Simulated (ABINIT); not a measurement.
**A GW chain in ABINIT: Al2O3 (Corundum)**

Aim: the G0W0 gap of Al2O3 (Corundum) on PBE, step by step.

Program: ABINIT 10.8.3. Level of theory: PBE and many-body steps on it, plane waves. Results are calculated unless marked as measured.

**Experimental background.**

- Gap 8.7 eV: optical band gap of host from absorption; optical absorption, quoted from earlier work; bulk crystal (high-purity reference sample) (quoted in “Multi-petahertz electron interference in Cr:Al2O3 solid-state material”, 2018, pmc:5906618).

## 1. The starting structure

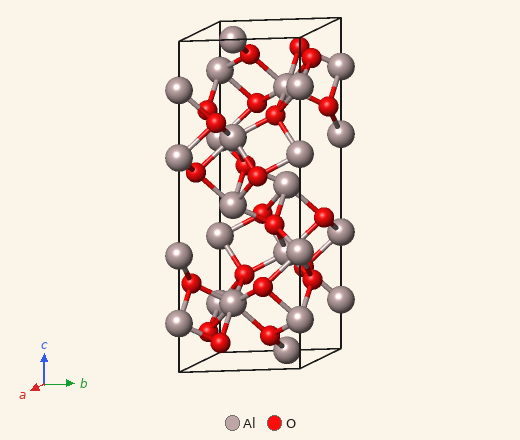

Start, viewed slightly off an axis; aluminium light grey, oxygen red. This picture shows the conventional cell, with its axes. Some periodic images of atoms are drawn too.

The cell and positions come from the Crystallography Open Database and are kept as given unless a step says otherwise.

## 2. Ground state

This step: ABINIT 10.8.3; DFT, PBE, plane waves, norm-conserving pseudopotentials.

The ground-state density comes first.

run.abi reads:

```
acell 3*1.0 Angstrom
rprim 
  2.380249999995 1.374237978213 4.331866666707
  -2.380249999995 1.374237978213 4.331866666707
  -0.000000000000 -2.748475956495 4.331866666685
ntypat 2
znucl 13 8
natom 10
typat 1 1 1 1 2 2 2 2 2 2
xred 
  0.352160000000 0.352160000000 0.352160000000
  0.147840000000 0.147840000000 0.147840000000
  0.647840000000 0.647840000000 0.647840000000
  0.852160000000 0.852160000000 0.852160000000
  0.556680000000 0.943320000000 0.250000000000
  0.250000000000 0.556680000000 0.943320000000
  0.943320000000 0.250000000000 0.556680000000
  0.443320000000 0.056680000000 0.750000000000
  0.750000000000 0.443320000000 0.056680000000
  0.056680000000 0.750000000000 0.443320000000
pp_dirpath "pseudos"
pseudos "Al.upf, O.upf"
ecut 36
ngkpt 6 6 6
nshiftk 1
shiftk 0 0 0
kptopt 1
chksymbreak 0
nband 33
occopt 1
tolvrs 1e-10
nstep 60
prtwf 0
optforces 0
optstress 0
indata_prefix "in"
outdata_prefix "out"
tmpdata_prefix "tmp"
```

Launch:

```sh
> OMP_NUM_THREADS=1 mpirun -n 8 abinit run.abi > log
```

Numbers of over 12 decimals in the logs are rounded to 6 here.

What it wrote:

```text
.Version 10.8.3 of ABINIT. v10.8.2 released Aug 2026.

 Symmetries : space group R-3 c (#167); Bravais hR (rhombohedral)
================================================================================
 Values of the parameters that define the memory need of the present run
     intxc =       0    ionmov =       0      iscf =       7    lmnmax =       6
     lnmax =       6     mgfft =      54  mpssoang =       3    mqgrid =    3001
     natom =      10  nloc_mem =       1    nspden =       1   nspinor =       1
    nsppol =       1      nsym =      12    n1xccc =    2501    ntypat =       2
    occopt =       1   xclevel =       2
-    mband =          33        mffmem =           1         mkmem =           4
       mpw =        5939          nfft =      157464          nkpt =          32
================================================================================
  Rough estimation (10% accuracy) of disk space for files :
================================================================================

--------------------------------------------------------------------------------
------------- Echo of variables that govern the present computation ------------
--------------------------------------------------------------------------------
 -outvars: echo values of preprocessed input variables --------
            acell      1.8897261259E+00  1.8897261259E+00  1.8897261259E+00 Bohr

      chksymbreak           0
             ecut      3.60000000E+01 Hartree
-          fftalg         312

              ixc     -101130
              kpt      0.00000000E+00  0.00000000E+00  0.00000000E+00
                       1.66666667E-01  0.00000000E+00  0.00000000E+00
                       3.33333333E-01  0.00000000E+00  0.00000000E+00
                       5.00000000E-01  0.00000000E+00  0.00000000E+00
                       1.66666667E-01  1.66666667E-01  0.00000000E+00
                       3.33333333E-01  1.66666667E-01  0.00000000E+00
                       5.00000000E-01  1.66666667E-01  0.00000000E+00
                      -3.33333333E-01  1.66666667E-01  0.00000000E+00
                      -1.66666667E-01  1.66666667E-01  0.00000000E+00
   [... 21 further rows ...]
                      -3.33333333E-01  5.00000000E-01  3.33333333E-01
                       5.00000000E-01  5.00000000E-01  5.00000000E-01
         kptrlatt        6    0    0      0    6    0      0    0    6
          kptrlen      5.39762473E+01
P           mkmem           4
            natom          10
            nband          33
            ngfft          54      54      54
             nkpt          32
            nstep          60
             nsym          12
           ntypat           2
              occ      2.000000  2.000000  2.000000  2.000000  2.000000  2.000000
                       2.000000  2.000000  2.000000  2.000000  2.000000  2.000000
                       2.000000  2.000000  2.000000  2.000000  2.000000  2.000000
                       2.000000  2.000000  2.000000  2.000000  2.000000  2.000000
                       0.000000  0.000000  0.000000  0.000000  0.000000  0.000000
[...]
optforces           0
        optstress           0
            prtwf           0
            rprim      2.3802500000E+00  1.3742379782E+00  4.3318666667E+00
[...]
spgroup         167

           tolvrs      1.00000000E-10

             xred      3.5216000000E-01  3.5216000000E-01  3.5216000000E-01
[...]
znucl       13.00000    8.00000

================================================================================

 chkinp: Checking input parameters for consistency.

================================================================================
== DATASET  1 ==================================================================
-   mpi_nproc: 8, omp_nthreads: 1 (-1 if OMP is not activated)

--- !DatasetInfo
iteration_state: {dtset: 1, }
dimensions: {natom: 10, nkpt: 32, mband: 33, nsppol: 1, nspinor: 1, nspden: 1, mpw: 5939, }
cutoff_energies: {ecut:  36.0, pawecutdg:  -1.0, }
electrons: {nelect:   4.80000000E+01, charge:   0.00000000E+00, occopt:   1.00000000E+00, tsmear:   1.00000000E-02, }

 Real(R)+Recip(G) space primitive vectors, cartesian coordinates (Bohr,Bohr^-1):
 R(1)=  4.4980206  2.5969334  8.1860416  G(1)=  0.1111600  0.0641783  0.0407197
 R(2)= -4.4980206  2.5969334  8.1860416  G(2)= -0.1111600  0.0641783  0.0407197
 R(3)=  0.0000000 -5.1938668  8.1860416  G(3)=  0.0000000 -0.1283565  0.0407197
 Unit cell volume ucvol=  5.7372986E+02 bohr^3
 Angles (23,13,12)=  5.52866708E+01  5.52866708E+01  5.52866708E+01 degrees

 getcut: wavevector=  0.0000  0.0000  0.0000  ngfft=  54  54  54
         ecut(hartree)=     36.000   => boxcut(ratio)=   2.06269

--- Pseudopotential description ------------------------------------------------
- Al Generated using ONCVPSP code by D. R. Hamann
- 13.00000   3.00000  171031                  znucl, zion, pspdat
12 -101130 2 -1 1876                          pspcod,pspxc,lmax,lloc,mmax
     nproj     2     2     2
  pspatm : epsatm=    4.08140545
         --- l  ekb(1:nproj) -->
[...]
pspatm: atomic psp has been read  and splines computed

- O Generated using ONCVPSP code by D. R. Hamann
-  8.00000   6.00000  171031                  znucl, zion, pspdat
12 -101130 2 -1 936                           pspcod,pspxc,lmax,lloc,mmax
     nproj     2     2     1
  pspatm : epsatm=    6.19545534
         --- l  ekb(1:nproj) -->
[...]
2   -1.331955
 pspatm: atomic psp has been read  and splines computed

   2.56792098E+03                                ecore*ucvol(ha*bohr**3)
--------------------------------------------------------------------------------

_setup2: Arith. and geom. avg. npw (full set) are    5919.005    5918.995

================================================================================

--- !BeginCycle
iteration_state: {dtset: 1, }
solver: {iscf: 7, nstep: 60, nline: 4, wfoptalg: 0, }
tolerances: {tolvrs: 1.00E-10, }

     iter   Etot(hartree)      deltaE(h)  residm     vres2
 ETOT  1  -108.56861779561    -1.086E+02 9.232E-02 1.524E+03
 ETOT  2  -108.71438328984    -1.458E-01 4.345E-02 1.233E+03
 ETOT  3  -109.11643316919    -4.020E-01 1.922E-02 4.671E+00
 ETOT  4  -109.11824809159    -1.815E-03 6.059E-03 1.559E-02
 ETOT  5  -109.11825252940    -4.438E-06 3.205E-03 9.578E-04
 ETOT  6  -109.11825269330    -1.639E-07 2.573E-03 5.364E-06
 ETOT  7  -109.11825269392    -6.181E-10 8.856E-04 4.549E-07
 ETOT  8  -109.11825269401    -8.436E-11 8.923E-04 1.067E-08
 ETOT  9  -109.11825269401    -2.700E-13 3.660E-04 2.557E-10
 ETOT 10  -109.11825269401    -3.084E-12 2.600E-04 1.040E-11

 At SCF step   10       vres2   =  1.04E-11 < tolvrs=  1.00E-10 =>converged.

--- !ResultsGS
iteration_state: {dtset: 1, }
comment   : Summary of ground state results
lattice_vectors:
- [  4.4980206,   2.5969334,   8.1860416, ]
- [ -4.4980206,   2.5969334,   8.1860416, ]
- [ -0.0000000,  -5.1938668,   8.1860416, ]
lattice_lengths: [   9.69472,    9.69472,    9.69472, ]
lattice_angles: [ 55.287,  55.287,  55.287, ] # degrees, (23, 13, 12)
lattice_volume:   5.7372986E+02
convergence: {deltae: -3.084E-12, res2:  1.040E-11, residm:  2.600E-04, diffor:  0.000E+00, }
etotal    :  -1.09118253E+02
entropy   :   0.00000000E+00
fermie    :   1.90422253E-01
cartesian_stress_tensor: null
pressure_GPa: null
xred      :
- [  3.5216E-01,   3.5216E-01,   3.5216E-01, Al]
- [  1.4784E-01,   1.4784E-01,   1.4784E-01, Al]
- [  6.4784E-01,   6.4784E-01,   6.4784E-01, Al]
- [  8.5216E-01,   8.5216E-01,   8.5216E-01, Al]
- [  5.5668E-01,   9.4332E-01,   2.5000E-01,  O]
- [  2.5000E-01,   5.5668E-01,   9.4332E-01,  O]
- [  9.4332E-01,   2.5000E-01,   5.5668E-01,  O]
- [  4.4332E-01,   5.6680E-02,   7.5000E-01,  O]
- [  7.5000E-01,   4.4332E-01,   5.6680E-02,  O]
- [  5.6680E-02,   7.5000E-01,   4.4332E-01,  O]
cartesian_forces: null
force_length_stats: {min: null, max: null, mean: null, }

 Integrated electronic density in atomic spheres:
 ------------------------------------------------
 Atom  Sphere_radius  Integrated_density
[...]
================================================================================

 ----iterations are completed or convergence reached----

 Mean square residual over all n,k,spin=   27.214E-07; max=  26.000E-05
 reduced coordinates (array xred) for   10 atoms
[...]
0.250000000000      0.556680000000      0.943320000000
       0.943320000000      0.250000000000      0.556680000000
       0.443320000000      0.056680000000      0.750000000000
       0.750000000000      0.443320000000      0.056680000000
       0.056680000000      0.750000000000      0.443320000000
 rms dE/dt=  0.0000E+00; max dE/dt=  0.0000E+00; dE/dt below (all hartree)
    1       0.000000000000      0.000000000000      0.000000000000
    2       0.000000000000      0.000000000000      0.000000000000
    3       0.000000000000      0.000000000000      0.000000000000
    4       0.000000000000      0.000000000000      0.000000000000
    5       0.000000000000      0.000000000000      0.000000000000
    6       0.000000000000      0.000000000000      0.000000000000
    7       0.000000000000      0.000000000000      0.000000000000
    8       0.000000000000      0.000000000000      0.000000000000
    9       0.000000000000      0.000000000000      0.000000000000
   10       0.000000000000      0.000000000000      0.000000000000

 cartesian coordinates (angstrom) at end:
[...]
6     -0.729975    -1.484122     7.580767
    7      1.650275     0.109884     7.580767
    8      0.920300    -1.374238     5.414833
    9      0.729975     1.484122     5.414833
   10     -1.650275    -0.109884     5.414833
 length scales=  1.889726125908  1.889726125908  1.889726125908 bohr
              =  1.000000000000  1.000000000000  1.000000000000 angstroms
 prteigrs : about to open file out_EIG
 Fermi (or HOMO) energy (hartree) =   0.19042   Average Vxc (hartree)=  -0.42200
 Eigenvalues (hartree) for nkpt=  32  k points:
 kpt#   1, nband= 33, wtk=  0.00463, kpt=  0.0000  0.0000  0.0000 (reduced coord)
  -0.51404   -0.42818   -0.41791   -0.41791   -0.40624   -0.40624   -0.06247   -0.02571
  -0.01292   -0.01292    0.02849    0.03206    0.03206    0.06905    0.08213    0.13786
   0.13786    0.14281    0.14281    0.17247    0.17247    0.18878    0.18878    0.19042
   0.42070    0.52806    0.58648    0.61540    0.61540    0.62103    0.64669    0.64670
   0.64831
 prteigrs : prtvol=0 or 1, do not print more k-points.

--- !EnergyTerms
iteration_state     : {dtset: 1, }
comment             : Components of total free energy in Hartree
kinetic             :  7.20682127625943E+01
hartree             :  2.66734646915447E+01
xc                  : -3.01908344679662E+01
Ewald energy        : -8.81149730954744E+01
psp_core            :  4.47583638932495E+00
local_psp           : -7.93092830893809E+01
non_local_psp       : -1.47206758846522E+01
total_energy        : -1.09118252694010E+02
total_energy_eV     : -2.96925892054326E+03
band_energy         : -2.03056298659834E+00

== END DATASET(S) ==============================================================
================================================================================

 -outvars: echo values of variables after computation  --------
           etotal     -1.0911825269E+02
            nband          33
             nkpt          32
          spgroup         167
 [... the other variables as echoed above ...]

 Calculation completed.
```

The job ended after 52 s (8 MPI ranks of Intel Xeon Platinum 8488C (Sapphire Rapids), shared host; peak memory 0.9 GiB; 6.8 min of CPU time).

Numbers from this step:

- total energy: -2969.2589 eV
- gap: 6.266 eV
- k of the valence top: 0, 0, 0
- k of the conduction bottom: 0, 0, 0
- least direct gap: 6.266 eV

The gap is direct, at Γ.

## 3. Empty states on the mesh, 4×4×4 mesh, 62 bands

The sums over transitions need many empty states on a uniform mesh; this step solves for them.

run.abi: that of step 2 with these lines changed.

```diff
@@ -23,3 +23,3 @@
 ecut 36
-ngkpt 6 6 6
+ngkpt 4 4 4
 nshiftk 1
@@ -28,9 +28,10 @@
 chksymbreak 0
-nband 33
-occopt 1
-tolvrs 1e-10
+iscf -2
+irdden 1
+istwfk *1
+nband 62
+nbdbuf 4
+tolwfr 1e-09
 nstep 60
-prtwf 0
-optforces 0
-optstress 0
+prtvol 0
 indata_prefix "in"
```

What it wrote:

```text
.Version 10.8.3 of ABINIT. v10.8.2 released Aug 2026.

 Symmetries : space group R-3 c (#167); Bravais hR (rhombohedral)
[... echo of the input left out ...]
== DATASET  1 ==================================================================
-   mpi_nproc: 8, omp_nthreads: 1 (-1 if OMP is not activated)
-    --> not optimal distribution: autoparal keyword recommended in input file <--

--- !DatasetInfo
iteration_state: {dtset: 1, }
dimensions: {natom: 10, nkpt: 13, mband: 62, nsppol: 1, nspinor: 1, nspden: 1, mpw: 5940, }
cutoff_energies: {ecut:  36.0, pawecutdg:  -1.0, }
electrons: {nelect:   4.80000000E+01, charge:   0.00000000E+00, occopt:   1.00000000E+00, tsmear:   1.00000000E-02, }

 Real(R)+Recip(G) space primitive vectors, cartesian coordinates (Bohr,Bohr^-1):
 R(1)=  4.4980206  2.5969334  8.1860416  G(1)=  0.1111600  0.0641783  0.0407197
 R(2)= -4.4980206  2.5969334  8.1860416  G(2)= -0.1111600  0.0641783  0.0407197
 R(3)=  0.0000000 -5.1938668  8.1860416  G(3)=  0.0000000 -0.1283565  0.0407197
 Unit cell volume ucvol=  5.7372986E+02 bohr^3
 Angles (23,13,12)=  5.52866708E+01  5.52866708E+01  5.52866708E+01 degrees

 getcut: wavevector=  0.0000  0.0000  0.0000  ngfft=  54  54  54
         ecut(hartree)=     36.000   => boxcut(ratio)=   2.06269

--- Pseudopotential description ------------------------------------------------
- Al Generated using ONCVPSP code by D. R. Hamann
- 13.00000   3.00000  171031                  znucl, zion, pspdat
12 -101130 2 -1 1876                          pspcod,pspxc,lmax,lloc,mmax
     nproj     2     2     2
  pspatm : epsatm=    4.08140545
         --- l  ekb(1:nproj) -->
             0    5.126667    0.728291
             1    7.287548    0.832437
             2   -2.770497   -0.637722
 pspatm: atomic psp has been read  and splines computed

- O Generated using ONCVPSP code by D. R. Hamann
-  8.00000   6.00000  171031                  znucl, zion, pspdat
12 -101130 2 -1 936                           pspcod,pspxc,lmax,lloc,mmax
     nproj     2     2     1
  pspatm : epsatm=    6.19545534
         --- l  ekb(1:nproj) -->
[...]
2   -1.331955
 pspatm: atomic psp has been read  and splines computed

--------------------------------------------------------------------------------

================================================================================
 prteigrs : about to open file out_EIG
 Non-SCF case, kpt    1 (  0.00000  0.00000  0.00000), residuals and eigenvalues=
  2.45E-10  2.54E-10  1.49E-10  9.09E-10  1.96E-10  9.63E-10  2.71E-10  5.23E-10
  5.74E-10  8.52E-10  2.49E-10  4.23E-10  8.73E-10  2.96E-10  1.58E-10  2.91E-10
  8.37E-10  3.05E-10  7.08E-10  2.00E-10  8.08E-10  5.60E-10  7.08E-10  5.59E-10
[...]
5.32E-10  8.84E-10  3.73E-07  1.75E-06  3.32E-07  8.99E-06
 -5.1404E-01 -4.2818E-01 -4.1791E-01 -4.1791E-01 -4.0624E-01 -4.0624E-01
 -6.2473E-02 -2.5715E-02 -1.2918E-02 -1.2918E-02  2.8486E-02  3.2059E-02
[...]
1.0747E+00  1.0765E+00  1.0765E+00  1.0932E+00  1.1800E+00  1.1800E+00
  1.1836E+00  1.2256E+00
 prteigrs : prtvol=0 or 1, do not print more k-points.

--- !ResultsGS
iteration_state: {dtset: 1, }
comment   : Summary of ground state results
lattice_vectors:
- [  4.4980206,   2.5969334,   8.1860416, ]
- [ -4.4980206,   2.5969334,   8.1860416, ]
- [ -0.0000000,  -5.1938668,   8.1860416, ]
lattice_lengths: [   9.69472,    9.69472,    9.69472, ]
lattice_angles: [ 55.287,  55.287,  55.287, ] # degrees, (23, 13, 12)
lattice_volume:   5.7372986E+02
convergence: {deltae:  0.000E+00, res2:  0.000E+00, residm:  9.992E-10, diffor:  0.000E+00, }
etotal    :  -1.09118253E+02
entropy   :   0.00000000E+00
fermie    :   1.90422253E-01
cartesian_stress_tensor: null
pressure_GPa: null
xred      :
- [  3.5216E-01,   3.5216E-01,   3.5216E-01, Al]
- [  1.4784E-01,   1.4784E-01,   1.4784E-01, Al]
- [  6.4784E-01,   6.4784E-01,   6.4784E-01, Al]
- [  8.5216E-01,   8.5216E-01,   8.5216E-01, Al]
- [  5.5668E-01,   9.4332E-01,   2.5000E-01,  O]
- [  2.5000E-01,   5.5668E-01,   9.4332E-01,  O]
- [  9.4332E-01,   2.5000E-01,   5.5668E-01,  O]
- [  4.4332E-01,   5.6680E-02,   7.5000E-01,  O]
- [  7.5000E-01,   4.4332E-01,   5.6680E-02,  O]
- [  5.6680E-02,   7.5000E-01,   4.4332E-01,  O]
cartesian_forces: null
force_length_stats: {min: null, max: null, mean: null, }

 Integrated electronic density in atomic spheres:
 ------------------------------------------------
 Atom  Sphere_radius  Integrated_density
[...]
================================================================================

 ----iterations are completed or convergence reached----

 Mean square residual over all n,k,spin=   52.590E-11; max=  99.923E-11
 reduced coordinates (array xred) for   10 atoms
[...]
0.750000000000      0.443320000000      0.056680000000
       0.056680000000      0.750000000000      0.443320000000

 cartesian coordinates (angstrom) at end:
    1      0.000000    -2.43e-11     4.576530
    2      0.000000    -1.02e-11     1.921270
    3     -0.000000    -4.47e-11     8.419070
[...]
9      0.729975     1.484122     5.414833
   10     -1.650275    -0.109884     5.414833
 length scales=  1.889726125908  1.889726125908  1.889726125908 bohr
              =  1.000000000000  1.000000000000  1.000000000000 angstroms
 prteigrs : about to open file out_EIG
 Eigenvalues (hartree) for nkpt=  13  k points:
 kpt#   1, nband= 62, wtk=  0.01563, kpt=  0.0000  0.0000  0.0000 (reduced coord)
[...]
0.77535    0.86456    0.86456    0.87916    0.87916    0.92872    0.93202    0.93457
   0.94148    0.94148    0.96383    0.96383    1.06785    1.06785    1.07468    1.07655
   1.07655    1.09323    1.17996    1.17996    1.18365    1.22555
 prteigrs : prtvol=0 or 1, do not print more k-points.

== END DATASET(S) ==============================================================
================================================================================

 -outvars: echo values of variables after computation  --------
            nband          62
             nkpt          13
          spgroup         167
 [... the other variables as echoed above ...]

 Calculation completed.
```

The job ended after 35 s (8 MPI ranks; peak memory 0.72 GiB; 4.7 min of CPU time).

This step gave:

```
gap                                                           : 6.266 eV
k of the valence top                                          : 0, 0, 0
k of the conduction bottom                                    : 0, 0, 0
least direct gap                                              : 6.266 eV
k points computed                                             : 13
lowest point of the top converged band, above the valence top : 24.57 eV
```

On this mesh the gap is 6.266 eV.

(Part 1 of 2 ends here.)

[Paths, hosts, dates, memory and timing lines, banners, echoed tables and standing remarks are left out of the program output.]

[Logs are printed without paths, hosts, clocks, repeated set-up lines and the standing remarks that a program may print on its own settings, such as how far it seeks lower states.]

[Runs of the session that timed out or met a known fault of the program may be left out.]

[Hosts, paths, dates, database ids (printed as entryN), source tags and the programs' standing remarks are cut or masked in the printed files.]

[G0W0 gaps are taken among the corrected bands and points alone; a level outside them can change the order at an edge.]

[Where Ansatz stands beside ABINIT at settings called matched, ABINIT's density can come from a denser mesh and the files from another edition; pairs whose starting gaps differed by over 0.03 eV were left out, so agreement reads better than it is.]
